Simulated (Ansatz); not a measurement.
## Molecular dynamics, with input and output: AlF3 (part 3 of 3)

The same run, continued: AlF3; RKS PBE/def2-SVP (Ansatz 0.2.0). It belongs to a series of runs on one base structure; here: dynamics from the last frame of an earlier run.

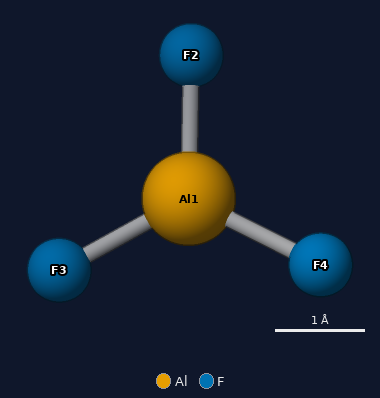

Figure 1. The geometry at step 115 of the log (ball-and-stick view, seen at an oblique angle; atoms are numbered from 1 in the order of the input).

### Trajectory as extended XYZ, continued
```
4
Properties=species:S:1:pos:R:3:forces:R:3 step=59 time_fs=59.0 energy=-14733.18243 temperature=198.3
Al   -0.5611    0.3899    0.4908    0.2744   0.1735   0.4838
F    -0.3861    0.5930    2.1350   -0.2049  -0.0216  -0.2210
F     0.6938   -0.2951   -0.3254    0.2885  -0.2463  -0.2213
F    -1.8524    0.9354   -0.3745   -0.3580   0.0943  -0.0416
4
Properties=species:S:1:pos:R:3:forces:R:3 step=63 time_fs=63.0 energy=-14733.16518 temperature=217.8
Al   -0.5660    0.4002    0.4883    1.2650  -0.4118   0.4969
F    -0.3872    0.5931    2.1263   -0.1935   0.0403  -0.0142
F     0.6886   -0.3219   -0.3255   -0.0318  -0.0391   0.0024
F    -1.8304    0.9261   -0.3822   -1.0397   0.4107  -0.4851
4
Properties=species:S:1:pos:R:3:forces:R:3 step=67 time_fs=67.0 energy=-14733.13993 temperature=178.1
Al   -0.5677    0.4091    0.4920    1.9014  -0.8843   0.0985
F    -0.3866    0.5999    2.1186   -0.1632   0.1110   0.3309
F     0.6854   -0.3535   -0.3234   -0.3928   0.2089   0.2612
F    -1.8133    0.9216   -0.3945   -1.3453   0.5643  -0.6906
4
Properties=species:S:1:pos:R:3:forces:R:3 step=71 time_fs=71.0 energy=-14733.14032 temperature=192.6
Al   -0.5603    0.4112    0.5009    1.6534  -0.9674  -0.7364
F    -0.3862    0.6074    2.1137   -0.1046   0.1806   0.7814
F     0.6814   -0.3830   -0.3202   -0.5449   0.3408   0.4015
F    -1.8057    0.9224   -0.4074   -1.0039   0.4461  -0.4464
4
Properties=species:S:1:pos:R:3:forces:R:3 step=75 time_fs=75.0 energy=-14733.14939 temperature=203.5
Al   -0.5460    0.4072    0.5075    0.8633  -0.7585  -1.5764
F    -0.3884    0.6157    2.1096   -0.0477   0.2364   1.1491
F     0.6738   -0.4100   -0.3177   -0.4553   0.3211   0.4004
F    -1.8022    0.9224   -0.4268   -0.3602   0.2009   0.0268
4
Properties=species:S:1:pos:R:3:forces:R:3 step=79 time_fs=79.0 energy=-14733.16936 temperature=163.2
Al   -0.5293    0.4009    0.5025    0.0326  -0.3166  -1.3789
F    -0.3926    0.6228    2.1129   -0.0540   0.1995   0.8440
F     0.6653   -0.4296   -0.3109   -0.0867   0.0966   0.1804
F    -1.7981    0.9248   -0.4443    0.1081   0.0205   0.3544
4
Properties=species:S:1:pos:R:3:forces:R:3 step=83 time_fs=83.0 energy=-14733.17806 temperature=197.7
Al   -0.5139    0.3918    0.4891   -0.7047   0.2719  -0.3297
F    -0.3989    0.6309    2.1197   -0.0826   0.0987   0.1522
F     0.6573   -0.4442   -0.2962    0.5399  -0.3366  -0.2386
F    -1.7882    0.9242   -0.4552    0.2474  -0.0340   0.4161
4
Properties=species:S:1:pos:R:3:forces:R:3 step=87 time_fs=87.0 energy=-14733.16493 temperature=158.6
Al   -0.5044    0.3848    0.4721   -1.0246   0.6698   0.7878
F    -0.4021    0.6401    2.1229   -0.1019  -0.0023  -0.4838
F     0.6546   -0.4615   -0.2807    1.0037  -0.6820  -0.5654
F    -1.7783    0.9254   -0.4557    0.1228   0.0144   0.2614
4
Properties=species:S:1:pos:R:3:forces:R:3 step=91 time_fs=91.0 energy=-14733.16044 temperature=154.4
Al   -0.5045    0.3846    0.4602   -0.4592   0.4778   1.5171
F    -0.4042    0.6508    2.1238   -0.1111  -0.0622  -0.8602
F     0.6565   -0.4835   -0.2702    0.9126  -0.6293  -0.5300
F    -1.7675    0.9249   -0.4460   -0.3423   0.2137  -0.1269
4
Properties=species:S:1:pos:R:3:forces:R:3 step=95 time_fs=95.0 energy=-14733.16084 temperature=210.6
Al   -0.5092    0.3842    0.4545    0.4589  -0.0034   1.7584
F    -0.4067    0.6652    2.1195   -0.1083  -0.0912  -0.9486
F     0.6657   -0.5096   -0.2591    0.4633  -0.3137  -0.2912
F    -1.7604    0.9302   -0.4308   -0.8138   0.4083  -0.5186
4
Properties=species:S:1:pos:R:3:forces:R:3 step=99 time_fs=99.0 energy=-14733.16247 temperature=225.1
Al   -0.5159    0.3849    0.4589    1.2644  -0.5523   1.4307
F    -0.4126    0.6815    2.1103   -0.0797  -0.0597  -0.6539
F     0.6753   -0.5364   -0.2445   -0.0819   0.0856  -0.0035
F    -1.7584    0.9380   -0.4143   -1.1028   0.5264  -0.7732
4
Properties=species:S:1:pos:R:3:forces:R:3 step=103 time_fs=103.0 energy=-14733.17116 temperature=254.2
Al   -0.5200    0.3857    0.4694    1.4000  -0.8623   0.4900
F    -0.4212    0.6973    2.0954   -0.0220   0.0474   0.0013
F     0.6808   -0.5618   -0.2256   -0.4765   0.3878   0.1913
F    -1.7674    0.9483   -0.4023   -0.9015   0.4272  -0.6825
4
Properties=species:S:1:pos:R:3:forces:R:3 step=107 time_fs=107.0 energy=-14733.17221 temperature=251.0
Al   -0.5212    0.3822    0.4801    0.9308  -0.8434  -0.7040
F    -0.4314    0.7136    2.0803    0.0395   0.1735   0.7177
F     0.6878   -0.5794   -0.2062   -0.6998   0.5502   0.2822
F    -1.7875    0.9618   -0.3955   -0.2704   0.1197  -0.2959
4
Properties=species:S:1:pos:R:3:forces:R:3 step=111 time_fs=111.0 energy=-14733.15868 temperature=211.5
Al   -0.5207    0.3736    0.4901    0.1403  -0.5097  -1.5514
F    -0.4377    0.7290    2.0738    0.0739   0.2472   1.1232
F     0.6872   -0.5916   -0.1879   -0.6875   0.5185   0.2497
F    -1.8095    0.9798   -0.3938    0.4733  -0.2560   0.1785
4
Properties=species:S:1:pos:R:3:forces:R:3 step=115 time_fs=115.0 energy=-14733.15049 temperature=237.0
Al   -0.5177    0.3613    0.4907   -0.7826   0.2245  -1.2465
F    -0.4389    0.7501    2.0791    0.0653   0.1388   0.7099
F     0.6787   -0.5984   -0.1673   -0.3294   0.2060   0.0179
F    -1.8305    0.9948   -0.3922    1.0467  -0.5692   0.5187
4
Properties=species:S:1:pos:R:3:forces:R:3 step=119 time_fs=119.0 energy=-14733.13111 temperature=220.5
Al   -0.5132    0.3496    0.4789   -1.6279   1.1763   0.0381
F    -0.4462    0.7729    2.0902    0.0497  -0.1185  -0.2079
F     0.6663   -0.5984   -0.1476    0.3591  -0.3663  -0.3832
F    -1.8393    1.0030   -0.3861    1.2191  -0.6915   0.5530
4
Properties=species:S:1:pos:R:3:forces:R:3 step=123 time_fs=123.0 energy=-14733.11198 temperature=96.2
Al   -0.5172    0.3448    0.4716   -1.8083   1.6167   1.0209
F    -0.4532    0.7943    2.1001    0.0378  -0.3064  -0.8178
F     0.6565   -0.5980   -0.1336    0.7482  -0.6932  -0.5923
F    -1.8374    1.0001   -0.3795    1.0223  -0.6172   0.3892
4
Properties=species:S:1:pos:R:3:forces:R:3 step=126 time_fs=126.0 energy=-14733.13689 temperature=169.1
Al   -0.5272    0.3459    0.4774   -1.2853   1.3528   1.1487
F    -0.4573    0.8065    2.1025    0.0288  -0.3198  -0.8080
F     0.6538   -0.5973   -0.1274    0.6050  -0.5873  -0.5077
F    -1.8286    0.9929   -0.3735    0.6515  -0.4458   0.1670
4
Properties=species:S:1:pos:R:3:forces:R:3 step=130 time_fs=130.0 energy=-14733.17152 temperature=338.7
Al   -0.5497    0.3481    0.4915    0.2004   0.4263   1.1162
F    -0.4586    0.8191    2.1026   -0.0002  -0.2582  -0.5591
F     0.6545   -0.6018   -0.1211    0.0267  -0.1440  -0.1924
F    -1.8119    0.9690   -0.3652   -0.2269  -0.0242  -0.3647
4
Properties=species:S:1:pos:R:3:forces:R:3 step=134 time_fs=134.0 energy=-14733.14772 temperature=356.8
Al   -0.5717    0.3557    0.5159    1.7888  -0.7290   0.6670
F    -0.4560    0.8320    2.0995   -0.0010  -0.0595   0.0869
F     0.6548   -0.6075   -0.1176   -0.6329   0.3725   0.1932
F    -1.7986    0.9355   -0.3582   -1.1549   0.4160  -0.9471
4
Properties=species:S:1:pos:R:3:forces:R:3 step=138 time_fs=138.0 energy=-14733.11600 temperature=340.7
Al   -0.5778    0.3616    0.5458    2.1067  -1.3431  -0.5734
F    -0.4495    0.8459    2.0926    0.0661   0.2630   1.0887
F     0.6487   -0.6124   -0.1182   -0.9192   0.6268   0.4413
F    -1.7971    0.9021   -0.3595   -1.2536   0.4532  -0.9566
4
Properties=species:S:1:pos:R:3:forces:R:3 step=142 time_fs=142.0 energy=-14733.10744 temperature=449.1
Al   -0.5748    0.3580    0.5775    0.9880  -1.2450  -2.3415
F    -0.4481    0.8595    2.0866    0.1647   0.6534   2.2228
F     0.6256   -0.6124   -0.1127   -0.6707   0.4649   0.4242
F    -1.8107    0.8749   -0.3703   -0.4819   0.1266  -0.3054
4
Properties=species:S:1:pos:R:3:forces:R:3 step=146 time_fs=146.0 energy=-14733.10653 temperature=476.9
Al   -0.5669    0.3473    0.6000   -0.4859  -0.5190  -2.8451
F    -0.4523    0.8824    2.0927    0.1973   0.7569   2.4225
F     0.5915   -0.6070   -0.1042    0.0442  -0.0831   0.1160
F    -1.8297    0.8493   -0.3767    0.2443  -0.1548   0.3065
4
Properties=species:S:1:pos:R:3:forces:R:3 step=150 time_fs=150.0 energy=-14733.12205 temperature=565.0
Al   -0.5616    0.3355    0.6055   -1.7943   0.9302  -1.1942
F    -0.4562    0.9159    2.1198    0.1156   0.2770   1.0672
F     0.5573   -0.5962   -0.0940    1.1073  -0.9422  -0.4631
F    -1.8444    0.8250   -0.3802    0.5714  -0.2650   0.5902
4
Properties=species:S:1:pos:R:3:forces:R:3 step=154 time_fs=154.0 energy=-14733.08542 temperature=387.3
Al   -0.5599    0.3267    0.6020   -2.3740   2.0441   0.7011
F    -0.4576    0.9522    2.1489    0.0467  -0.2868  -0.3612
F     0.5322   -0.5992   -0.0902    1.8417  -1.5470  -0.8722
F    -1.8512    0.7982   -0.3744    0.4855  -0.2103   0.5323
4
Properties=species:S:1:pos:R:3:forces:R:3 step=158 time_fs=158.0 energy=-14733.09862 temperature=339.8
Al   -0.5729    0.3267    0.6037   -1.4495   1.8364   1.4794
F    -0.4538    0.9835    2.1741   -0.0265  -0.6432  -1.2181
F     0.5266   -0.6165   -0.0924    1.3577  -1.1331  -0.5420
F    -1.8568    0.7746   -0.3644    0.1183  -0.0602   0.2806
4
Properties=species:S:1:pos:R:3:forces:R:3 step=162 time_fs=162.0 energy=-14733.13033 temperature=388.5
Al   -0.5959    0.3358    0.6150    0.2531   0.7740   1.3156
F    -0.4460    1.0096    2.1825   -0.0951  -0.7069  -1.3634
F     0.5326   -0.6380   -0.0944    0.2802  -0.2083   0.1426
F    -1.8605    0.7528   -0.3534   -0.4382   0.1412  -0.0948
4
Properties=species:S:1:pos:R:3:forces:R:3 step=166 time_fs=166.0 energy=-14733.11513 temperature=414.9
Al   -0.6200    0.3530    0.6326    1.7550  -0.5288   0.4727
F    -0.4395    1.0237    2.1735   -0.1060  -0.4704  -0.8615
F     0.5473   -0.6600   -0.0901   -0.7877   0.7165   0.7810
F    -1.8694    0.7345   -0.3431   -0.8613   0.2828  -0.3922
```

This output came from the following input.

### Input
```yaml
crystal:
  periodic: [false, false, false]
  atoms:
    - { symbol: Al, position_ang: [-0.481383, 0.448397, 0.462352] }
    - { symbol: F, position_ang: [-0.493481, 0.561301, 2.123977] }
    - { symbol: F, position_ang: [0.827043, -0.158374, -0.403874] }
    - { symbol: F, position_ang: [-1.927042, 0.912481, -0.21615] }
basis:
  gaussian: { orbitals: def2-SVP }
hamiltonian:
  xc: pbe
md:
  timestep: 1.0
  n_steps: 166
  ensemble: nvt_langevin
  temperature: 200.0
  initial_velocities: maxwell_boltzmann
  seed: 29060
  friction: 0.01
  temperature_schedule:
    - { n_steps: 41, end_temperature: 200.0 }
    - { n_steps: 125, end_temperature: 400.0 }
```

Run as:
```bash
ansatz run input.yaml --threads 1 --pin off --max-ram 2048MiB --backend cpu --events-out ev --progress --plain --runs-dir out
```

### Key numbers

- outcome: finished
- mean temperature over the second half: 296 K
- trajectory: 166 steps, 166 fs
- ensemble: nvt_langevin
- temperature in the input: 200.0 K
- time step: 1.0 fs
- potential energy (last step): −14733.1152 eV
- mean-field energy (last step): −14733.1152 eV
- largest force (length of the vector) (last step): 1.893 eV/Å
- hardware: 1 thread of Arm Neoverse V1, 24 GiB of memory available, shared host
- wall time: 2.8 min
- peak memory: 0.1 GiB

### Remarks

So short a trajectory is not equilibrated. The logged temperature at the start can lie below the typed one, since it is counted over all degrees of freedom. The temperature stays far from the 200 K of the thermostat over the second half: the run isn't equilibrated.
